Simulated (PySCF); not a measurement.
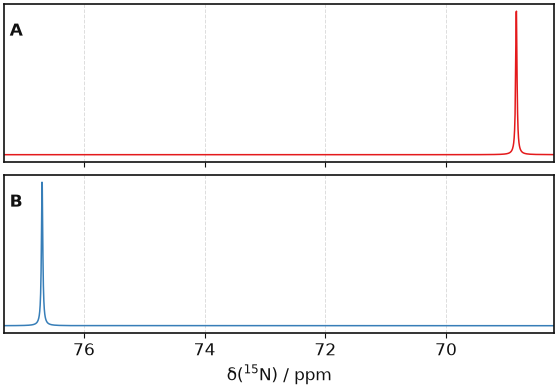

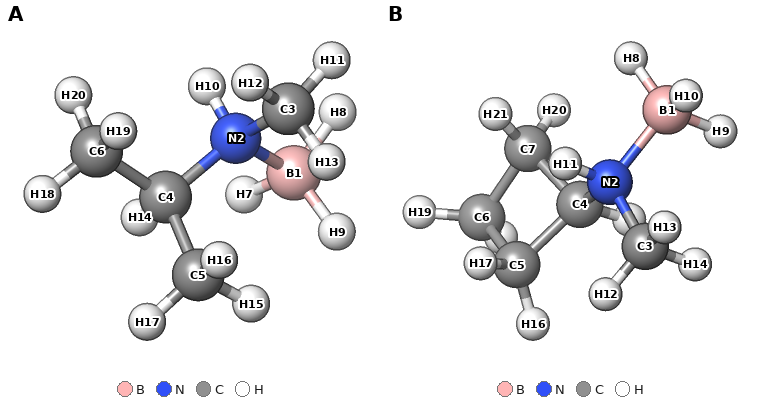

Related molecules: A is C₄H₁₄BN, SMILES [BH3-][N@H+](C)C(C)C; B is C₅H₁₄BN, SMILES [BH3-][N@H+](C)C1CCC1. GIAO ¹⁵N shifts against NH₃ (¹⁵N: a single molecule, while the usual scales start at liquid NH₃ or nitromethane; multiply bonded nitrogen can come out tens of ppm too deshielded), ωB97X-D/pcSseg-1, PySCF 2.14.0, at a PBE0-D3(BJ)/def2-SVP geometry (no frequency check); fully decoupled, line heights follow the number of nuclei within a panel, widths are arbitrary (no quadrupolar broadening); values of one conformer, averaged over methyl-type rotors and exact or near symmetry; other conformers aren't averaged in.

How does the ¹⁵N shift respond?

From A (68.8 ppm) to B (76.7 ppm) the nucleus is deshielded by 7.9 ppm.
